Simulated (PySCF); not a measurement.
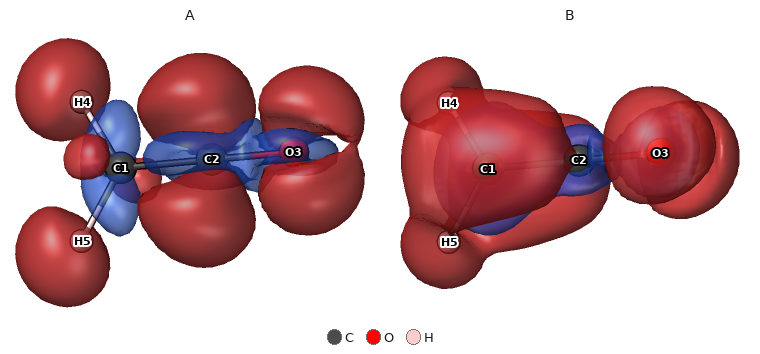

Figure 1: C₂H₂O, SMILES `C=C=O`. The two Fukui functions at ±0.03 e/Å³ (red positive, blue negative).

Method: PBE0/def2-SVP; geometry: GFN2-xTB; program: PySCF. No frequency check shows the geometry to be a minimum.

> Which panel is f⁻ (electron removed) and which f⁺ (electron added)?

A is f⁺, B is f⁻. f⁻ (Hirshfeld-condensed) is largest on C1 (0.34), O3 (0.26) and C2 (0.20); the vertical ionisation energy is 9.80 eV. f⁺ (Hirshfeld-condensed) is largest on C2 (0.29), O3 (0.25) and C1 (0.17); the vertical electron affinity is −1.77 eV (the stability of the anion's solution wasn't checked; negative, but this basis has no diffuse functions, so it doesn't show that the anion is unbound).

> What chemical potential and hardness follow from the two energies?

μ = −(I + A)/2 = −4.02 eV and η = I − A = 11.57 eV.

The PySCF run took 19 s on 1 thread of Intel(R) Xeon(R) 6975P-C (Granite Rapids) (shared host), peak memory 0.32 GiB.
